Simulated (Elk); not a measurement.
**How Si2W absorbs and reflects light**

Aim: the dielectric function of Si2W, and the optical constants that follow from it.

Method: DFT, LDA, all-electron APW+lo, Dirac cores, scalar-relativistic bands, independent-particle optical response without local fields, in Elk 11.2.3 (patched build).

## (1) The starting structure

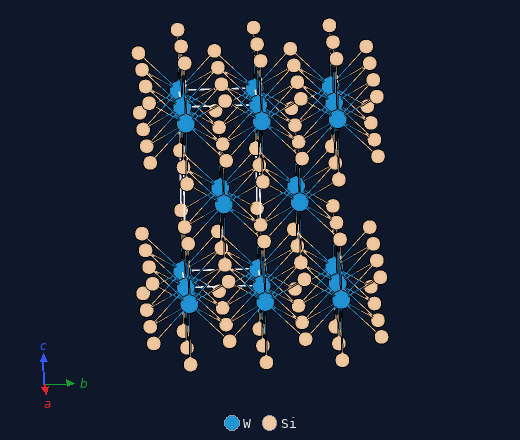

Start, viewed slightly off an axis; tungsten blue, silicon light orange. 2×2×1 cells are drawn. This picture shows the conventional cell, with its axes. Some periodic images of atoms are drawn too.

## (2) Ground state

First the ground state: is it a metal or has it a gap?

This step: DFT, LDA, all-electron APW+lo, Dirac cores, scalar-relativistic bands, ground state (Elk 11.2.3 (patched build)).

Input file elk.in:

```
tasks
  0
  120

xctype
  3

nempty
  9

lorbcnd
  .true.

rgkmax
  7.0

swidth
  0.0018375

maxscl
  100

epsengy
  1e-05

sppath
  './'

avec
  -3.036600909661 3.036600909661 7.398183291604
  3.036600909661 -3.036600909661 7.398183291604
  3.036600909661 3.036600909661 -7.398183291604

atoms
  2
  'W.in'
  1
  0.000000000000 0.000000000000 0.000000000000   0.000 0.000 0.000
  'Si.in'
  2
  0.665300000000 0.665300000000 0.000000000000   0.000 0.000 0.000
  0.334700000000 0.334700000000 0.000000000000   0.000 0.000 0.000

ngridk
  11 11 11
```

Started as:

```console
> OMP_NUM_THREADS=4 elk
```

Numbers of over 12 decimals in the logs are rounded to 6 here.

Output:

```text
┌─────────────────────────┐
│ Elk code version 11.2.3 │
└─────────────────────────┘

All units are atomic (Hartree, Bohr, etc.)

┌─────────────────────────────────────────────────┐
│ Ground-state run starting from atomic densities │
└─────────────────────────────────────────────────┘

Lattice vectors :
  -3.036600910       3.036600910       7.398183292
   3.036600910      -3.036600910       7.398183292
   3.036600910       3.036600910      -7.398183292

Reciprocal lattice vectors :
 -0.2528571970E-16   1.034575417      0.4246437983
   1.034575417     -0.2528571970E-16  0.4246437983
   1.034575417       1.034575417     -0.1292970686E-16

Unit cell volume      :    272.8729674
Brillouin zone volume :   0.9090318318

Muffin-tin inner radius fraction :   0.1000000000E-01

Nuclei treated as point charges

Species : 1 (W)
 parameters loaded from : W.in
 name : tungsten
 nuclear charge    :   -74.00000000
 electronic charge :    74.00000000
 atomic mass :    335119.8193
 muffin-tin radius :    2.739557196
 number of radial points in muffin-tin :    697
 inner part over the whole radius :   0.9965667493E-02
 number on inner part of muffin-tin    :    500
 approximate nuclear radius :   0.1010025921E-03
 number of mesh points to nuclear radius :    261
 atomic positions (lattice), magnetic fields (Cartesian) :
  1 :   0.00000000  0.00000000  0.00000000    0.00000000  0.00000000  0.00000000

Species : 2 (Si)
 parameters loaded from : Si.in
 name : silicon
 nuclear charge    :   -14.00000000
 electronic charge :    14.00000000
 atomic mass :    51196.73458
 muffin-tin radius :    2.152509226
 number of radial points in muffin-tin :    397
 inner part over the whole radius :   0.9965316115E-02
 number on inner part of muffin-tin    :    277
 approximate nuclear radius :   0.5963282101E-04
 number of mesh points to nuclear radius :    124
 atomic positions (lattice), magnetic fields (Cartesian) :
  1 :  -0.33470000 -0.33470000  0.00000000    0.00000000  0.00000000  0.00000000
  2 :   0.33470000  0.33470000  0.00000000    0.00000000  0.00000000  0.00000000

Total number of atoms per unit cell :    3
Total muffin-tin volume :    169.6764854
 ratio of muffin-tin to unit cell volume :   0.6218149309

Spin treatment :
 spin-unpolarised

Number of Bravais lattice symmetries :   16
Number of crystal symmetries         :   16
Crystal has inversion symmetry
Real symmetric eigensolver will be used

k-point grid :     11    11    11
k-point offset :    0.000000000       0.000000000       0.000000000
k-point set is reduced with full crystal symmetry group
Total number of k-points :      126

Muffin-tin radius times maximum |G+k| :    7.000000000
 using average radius
Maximum |G+k| for APW functions       :    2.981017033
Maximum (1/2)|G+k|²                   :    4.443231277
Maximum |G| for potential and density :    12.00000000
Constant for pseudocharge density :    8
 order of it for each species :   15  15
 order of it for pair densities of each species (exact exchange by exxq0 0: 15) :   13   7
Radial integration step length :    1

G-vector grid sizes :     35    35    35
Number of G-vectors :     8017

Maximum angular momentum used for
 APW functions            :    8
 outer part of muffin-tin :    6
 inner part of muffin-tin :    2

Total nuclear charge    :   -102.0000000
Total core charge       :    66.00000000
Total valence charge    :    36.00000000
Total excess charge     :    0.000000000
Total electronic charge :    102.0000000

Effective Wigner radius, rₛ :   0.8611733420

Number of empty states         :     27
Total number of valence states :     46
Total number of core states    :     66

Conduction state local-orbitals added automatically
Third-order local-orbitals added for an l without core states : F
Total number of local-orbitals :    187

Exchange-correlation functional :      3     0     0
 Perdew-Wang/Ceperley-Alder, Phys. Rev. B 45, 13244 (1992)
 gradient requirement :    0
 local density approximation (LDA)

Smearing type :    3
 Fermi-Dirac
Smearing width :   0.1837500000E-02
Effective electronic temperature (K) :    580.2366081

Mixing type :    3
 Broyden mixing, J. Phys. A: Math. Gen. 17, L317 (1984)

Kohn-Sham potential initialised from atomic data

┌──────────────────────────────┐
│ Self-consistent loop started │
└──────────────────────────────┘

┌─────────────────┐
│ Loop number : 1 │
└─────────────────┘

Energies :
 Fermi                       :     0.311958
 sum of occupied eigenvalues :     -10206.002722789
 electron kinetic            :      18771.348536376
 core electron kinetic       :      18123.432502357
 Coulomb                     :     -35151.297303168
 Coulomb potential           :     -28506.264826310
 nuclear-nuclear             :     -1505.3613583945
 electron-nuclear            :     -38815.781982321
 Hartree                     :      5169.8460375471
 Madelung                    :     -20898.164890013
 xc potential                :     -471.08643285535
 exchange                    :     -345.69025416368
 correlation                 :     -9.824027
 electron entropic           :    -0.10886047752886E-03
 total energy                :     -16735.463156978

Density of states at Fermi energy :    10.27660389
 (states/Hartree/unit cell)

Estimated indirect band gap :   0.1249969570E-02
 from k-point 121 to k-point 113
Estimated direct band gap   :   0.9844673465E-02
 at k-point 123

Charges :
 core                        :    66.00000000
 valence                     :    36.00000000
 interstitial                :    4.346802443
 muffin-tins (core leakage)
  species : 1 (W)
   atom 1                    :    73.16205121     ( -0.4901648083E-05)
  species : 2 (Si)
   atom 1                    :    12.24557317     (  0.1879269511E-02)
   atom 2                    :    12.24557317     (  0.1879269511E-02)
 total in muffin-tins        :    97.65319756
 total calculated charge     :    101.9959962
 total charge                :    102.0000000
 error                       :   0.4003808286E-02

┌─────────────────┐
│ Loop number : 2 │
└─────────────────┘

Energies :
 Fermi                       :     0.313045
 sum of occupied eigenvalues :     -10206.002254058
 electron kinetic            :      18771.290979529
 core electron kinetic       :      18123.352252945
 Coulomb                     :     -35151.451733095
 Coulomb potential           :     -28506.144255875
 nuclear-nuclear             :     -1505.3613583945
 electron-nuclear            :     -38816.213789820
 Hartree                     :      5170.1234151193
 Madelung                    :     -20898.379605158
 xc potential                :     -471.14897771211
 exchange                    :     -345.69714269380
 correlation                 :     -9.824169
 electron entropic           :    -0.10889026234746E-03
 total energy                :     -16735.682173694

Density of states at Fermi energy :    10.28897272
 (states/Hartree/unit cell)

Estimated indirect band gap :   0.1239614371E-02
 from k-point 121 to k-point 113
Estimated direct band gap   :   0.9916748224E-02
 at k-point 123

Charges :
 core                        :    66.00000000
 valence                     :    36.00000000
 interstitial                :    4.344966821
 muffin-tins (core leakage)
  species : 1 (W)
   atom 1                    :    73.16613545     ( -0.4901876721E-05)
  species : 2 (Si)
   atom 1                    :    12.24444887     (  0.1878033030E-02)
   atom 2                    :    12.24444887     (  0.1878033030E-02)
 total in muffin-tins        :    97.65503318
 total calculated charge     :    101.9959991
 total charge                :    102.0000000
 error                       :   0.4000862399E-02

RMS change in Kohn-Sham potential (target) :   0.8086991549E-01 (  0.1000000000E-05)
Absolute change in total energy (target)   :   0.2190167159     (  0.1000000000E-04)

[... 14 loops left out ...]

┌──────────────────┐
│ Loop number : 17 │
└──────────────────┘

Energies :
 Fermi                       :     0.448605
 sum of occupied eigenvalues :     -10196.772917271
 electron kinetic            :      18777.679170813
 core electron kinetic       :      18124.892811125
 Coulomb                     :     -35156.754125278
 Coulomb potential           :     -28502.449845854
 nuclear-nuclear             :     -1505.3613583945
 electron-nuclear            :     -38830.597115090
 Hartree                     :      5179.2043482067
 Madelung                    :     -20905.529202351
 xc potential                :     -472.00224223012
 exchange                    :     -345.94834765426
 correlation                 :     -9.829604
 electron entropic           :    -0.10369982284155E-03
 total energy                :     -16734.853009415

Density of states at Fermi energy :    9.873478617
 (states/Hartree/unit cell)

Estimated indirect band gap :   0.9884156412E-03
 from k-point 113 to k-point 121
Estimated direct band gap   :   0.1119113158E-01
 at k-point 123

Charges :
 core                        :    66.00000000
 valence                     :    36.00000000
 interstitial                :    4.279297257
 muffin-tins (core leakage)
  species : 1 (W)
   atom 1                    :    73.25379978     ( -0.4911118694E-05)
  species : 2 (Si)
   atom 1                    :    12.23345148     (  0.1764785458E-02)
   atom 2                    :    12.23345148     (  0.1764785458E-02)
 total in muffin-tins        :    97.72070274
 total calculated charge     :    101.9962343
 total charge                :    102.0000000
 error                       :   0.3765742141E-02

RMS change in Kohn-Sham potential (target) :   0.1051363429E-07 (  0.1000000000E-05)
Absolute change in total energy (target)   :   0.3418554115E-05 (  0.1000000000E-04)

Convergence targets achieved

┌──────────────────┐
│ Loop number : 18 │
└──────────────────┘

Energies :
 Fermi                       :     0.448605
 sum of occupied eigenvalues :     -10196.772916958
 electron kinetic            :      18777.679171419
 core electron kinetic       :      18124.892811363
 Coulomb                     :     -35156.754125555
 Coulomb potential           :     -28502.449845746
 nuclear-nuclear             :     -1505.3613583945
 electron-nuclear            :     -38830.597115790
 Hartree                     :      5179.2043486289
 Madelung                    :     -20905.529202683
 xc potential                :     -472.00224263152
 exchange                    :     -345.94834766495
 correlation                 :     -9.829604
 electron entropic           :    -0.10369982495085E-03
 total energy                :     -16734.853009097

Density of states at Fermi energy :    9.873478954
 (states/Hartree/unit cell)

Estimated indirect band gap :   0.9884158664E-03
 from k-point 113 to k-point 121
Estimated direct band gap   :   0.1119113190E-01
 at k-point 123

Charges :
 core                        :    66.00000000
 valence                     :    36.00000000
 interstitial                :    4.279297252
 muffin-tins (core leakage)
  species : 1 (W)
   atom 1                    :    73.25379978     ( -0.4911117664E-05)
  species : 2 (Si)
   atom 1                    :    12.23345148     (  0.1764785446E-02)
   atom 2                    :    12.23345148     (  0.1764785446E-02)
 total in muffin-tins        :    97.72070275
 total calculated charge     :    101.9962343
 total charge                :    102.0000000
 error                       :   0.3765742123E-02

┌──────────────────────────────┐
│ Self-consistent loop stopped │
└──────────────────────────────┘

Warning : core states of species 2 leak from the muffin-tin :   0.1764785446E-02

Wrote STATE.OUT
```

It took 22 s on 4 threads of Arm Neoverse V2, shared host; peak memory 0.16 GiB; 78 s of CPU time.

This step gave:

```
total energy           : -16735 Ha
Fermi energy           : 12.21 eV
DOS at the Fermi level : 0.3628 states/eV/cell
```

There are states at the Fermi level within the smearing, so the occupations stay smeared and the carriers get a Drude term.

## (3) Independent particles

The spectrum is a sum over vertical transitions between filled and empty bands at the fixed density, so many empty bands are needed.

This step: DFT, LDA, all-electron APW+lo, Dirac cores, scalar-relativistic bands, independent-particle optical response without local fields (Elk 11.2.3 (patched build)).

elk.in, as its differences from that of step 2:

```diff
@@ -1,4 +1,10 @@
 tasks
-  0
-  120
+  121
+
+optcomp
+  1 1
+  3 3
+
+intraband
+  .true.
 
@@ -17,9 +23,7 @@
 swidth
-  0.0018375
+  0.0055124
 
-maxscl
-  100
-
-epsengy
-  1e-05
+wplot
+  400 100 0
+  0.0 0.58799
```

Started as:

```console
> OMP_NUM_THREADS=4 elk
```

Output:

```text
┌─────────────────────────────────┐
│ Elk code version 11.2.3 started │
└─────────────────────────────────┘

┌────────────────────┐
│ Current task : 121 │
└────────────────────┘
Info(checkmt): changed muffin-tin radius of species 1 (W) from   2.8000 to   2.7396
Info(checkmt): changed muffin-tin radius of species 2 (Si) from   2.2000 to   2.1525

Info(dielectric):
 dielectric tensor written to EPSILON_ij.OUT
 optical conductivity written to SIGMA_ij.OUT
 plasma frequency written to PLASMA_ij.OUT
 for components
  i = 1, j = 1
  i = 3, j = 3

┌──────────────────┐
│ Elk code stopped │
└──────────────────┘
```

Wall time 4.1 s (4 threads); peak memory 0.03 GiB.

Read-outs, printed or worked out from the files:

* Drude plasma energy, first axis: 2.777 eV

The Im ε has structure finer than the step of the table below, so its rows give means over 1 eV, whole bins alone (the curve runs from 0.32 to 16.0 eV). Peaks (eV: height): E ∥ x 4.1: 27.6, 5.0: 27.4; E ∥ z 2.5: 42.0.

Sum at mesh points, not converged in k. The Im ε by photon energy; means over each step:

| photon energy (eV) | E ∥ x | E ∥ z |
| --- | --- | --- |
| 1 | 5.41 | 6.00 |
| 2 | 9.12 | 18.9 |
| 3 | 17.1 | 33.3 |
| 4 | 24.9 | 20.4 |
| 5 | 26.0 | 19.9 |
| 6 | 20.6 | 18.1 |
| 7 | 12.8 | 15.8 |
| 8 | 6.53 | 7.52 |
| 9 | 4.18 | 4.17 |
| 10 | 2.91 | 2.35 |
| 11 | 1.80 | 1.51 |
| 12 | 1.38 | 0.983 |
| 13 | 1.10 | 0.741 |
| 14 | 0.802 | 0.576 |
| 15 | 0.569 | 0.455 |

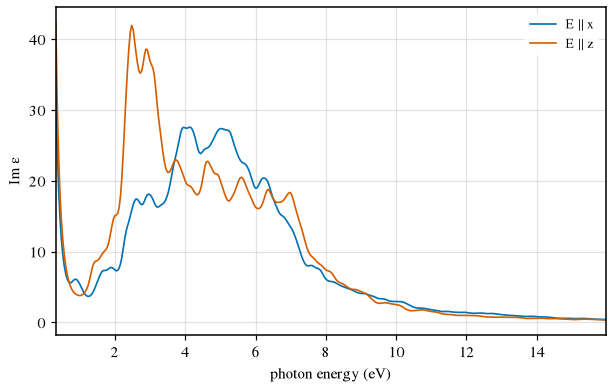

Im ε, plotted against photon energy.

Values under 1 per cm are given as 1; sum at mesh points, not converged in k. The absorption coefficient by photon energy:

```csv
photon energy (eV),E ∥ x (1/cm),E ∥ z (1/cm)
1.00,71896,43407
2.00,1.6e5,2.6e5
3.00,5.8e5,1.2e6
4.00,1.2e6,1.2e6
5.00,1.7e6,1.6e6
6.00,2.2e6,1.9e6
7.00,2.6e6,2.7e6
8.00,2.5e6,2.7e6
9.00,2.4e6,2.6e6
10.00,2.3e6,2.4e6
11.00,2.2e6,2.3e6
12.00,2.1e6,2.2e6
13.00,2.1e6,2.0e6
14.00,2.0e6,1.9e6
15.00,1.9e6,1.8e6
```

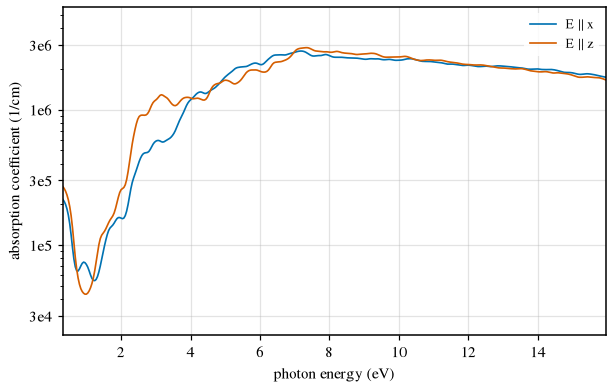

Absorption coefficient against photon energy.

The loss function −Im 1/ε at q → 0 has structure finer than the step of the table below, so its rows give means over 1 eV, whole bins alone (the curve runs from 0.32 to 16.0 eV). Peaks (eV: height): E ∥ x 0.6: 0.129; E ∥ z 0.6: 0.133.

Sum at mesh points, not converged in k. The loss function −Im 1/ε at q → 0 by energy loss; means over each step:

```
energy loss (eV)   E ∥ x   E ∥ z
               1  0.0364  0.0307
               2  0.0143  0.0110
               3  0.0254  0.0290
               4  0.0296  0.0478
               5  0.0370  0.0502
               6  0.0447  0.0541
               7  0.0457  0.0470
               8  0.0589  0.0501
               9  0.0751  0.0565
              10  0.0879  0.0640
              11  0.0998  0.0767
              12   0.136  0.0937
              13   0.161   0.125
              14   0.191   0.164
              15   0.234   0.223
```

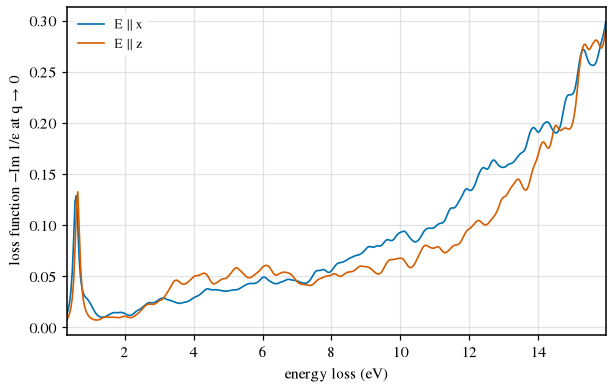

Loss function −Im 1/ε at q → 0 against energy loss.

The reflectivity at normal incidence has structure finer than the step of the table below, so its rows give means over 1 eV, whole bins alone (the curve runs from 0.32 to 16.0 eV). Peaks (eV: height): E ∥ x 10.5: 72.0, 14.6: 71.6; E ∥ z 3.1: 61.2, 10.4: 78.9.

Sum at mesh points, not converged in k. The reflectivity at normal incidence by photon energy; means over each step:

```csv
photon energy (eV),E ∥ x (%),E ∥ z (%)
1,36.9,42.1
2,45.0,53.5
3,47.8,59.0
4,52.9,51.4
5,56.3,53.0
6,60.3,55.2
7,67.4,63.4
8,69.0,70.9
9,68.3,73.5
10,68.6,75.8
11,71.0,76.5
12,68.2,77.0
13,67.8,75.6
14,68.5,74.3
15,69.4,72.7
```

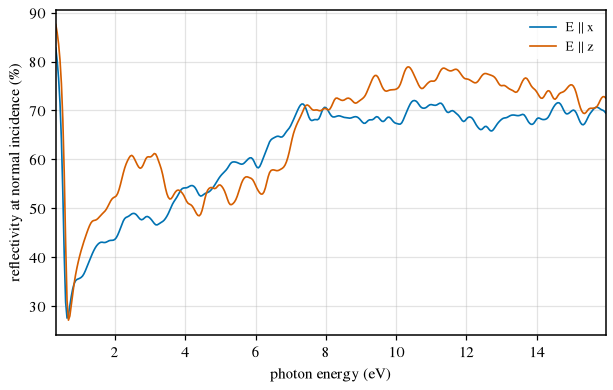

Reflectivity at normal incidence against photon energy.

Optical constants at common wavelengths, from n + ik = √ε:

```
wavelength (nm)   n x    k x  R (%) x   1/α x   n z    k z  R (%) z   1/α z
           1064  4.08  0.478     37.3  177 nm  4.93  0.446     44.2  190 nm
            633  4.73  0.804     43.5   63 nm  5.94  1.227     52.2   41 nm
            532  5.23  1.250     48.2   34 nm  6.78  2.447     59.2   17 nm
            450  4.82  1.728     47.7   21 nm  5.32  3.330     58.3   11 nm
            405  4.61  1.906     47.5   17 nm  4.59  3.942     60.8  8.2 nm
            308  4.68  2.931     54.2  8.4 nm  3.32  2.968     51.7  8.3 nm
            248  3.98  3.441     56.5  5.7 nm  3.08  3.254     54.8  6.1 nm
```

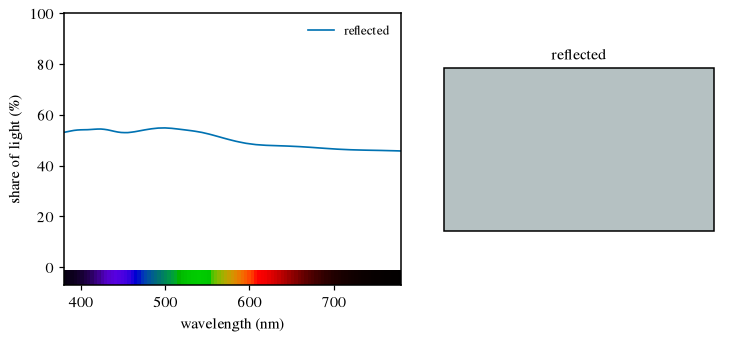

Light reflected across the visible range, with the colour that it makes of daylight (sRGB).

A polished face would reflect 52 % of daylight and look light grey (CIE x = 0.303, y = 0.327 under D65).

## (4) What came out

```
Drude plasma energy, first axis : 2.78 eV
```

**Reading.** At this level (LDA, independent particles) Si2W is a metal with a Drude plasma energy of 2.8 eV along x and 3.4 eV along z. The mesh is too coarse to trust the carriers' weight, the reflectivity or the colour to better than tens of per cent. Along x the bare Drude plasma energy is 2.8 eV; Re ε first rises through zero at 0.57 eV, far lower, because interband transitions screen the carriers. Im ε is 7.8 there, so the loss peak at that energy is weak. A polished face would reflect 52 % of daylight and look light grey (CIE x = 0.303, y = 0.327 under D65). The carriers' damping of 0.15 eV is typed, not computed; at 0.8 eV the carriers give 38 % of Im ε along the first axis; the rest comes from the sum over bands, which at low energy also holds close bands and the noise of the mesh. Spin-orbit coupling is left out although heavy atoms are present. The sum runs over mesh points 0.25 Å⁻¹ apart with no interpolation, so peaks are partly noise of the mesh, and the Drude plasma energy, a sum over the Fermi surface, isn't converged.

[Machine, clock and banner lines and Python warnings are left out of the logs.]

[Logs are printed without paths, hosts, clocks, repeated set-up lines and the standing remarks that a program may print on its own settings, such as how far it seeks lower states.]

[Hosts, paths, dates, database ids (printed as entryN), source tags and the programs' standing remarks are cut or masked in the printed files.]
